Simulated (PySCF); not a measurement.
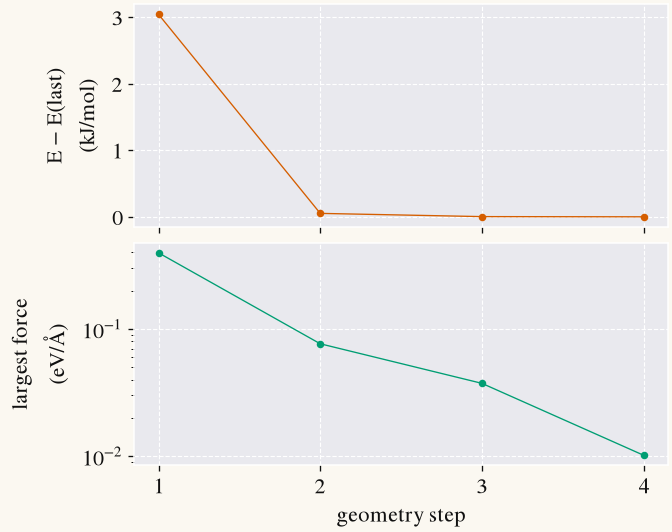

History of a geometry optimisation.

System: C7H11F (SMILES F[C@]12CC[C@H](CC1)C2).
Method: PySCF, PBE0-D3(BJ)/def2-SVP, geometry optimisation.

> How did the optimisation end?

The optimisation met its thresholds at geometry 4, counting the start as the first. The energy fell by about 3 kJ/mol from the first step to the last. The largest force goes from about 0.4 eV/Å at the start to 0.01 eV/Å at the end.
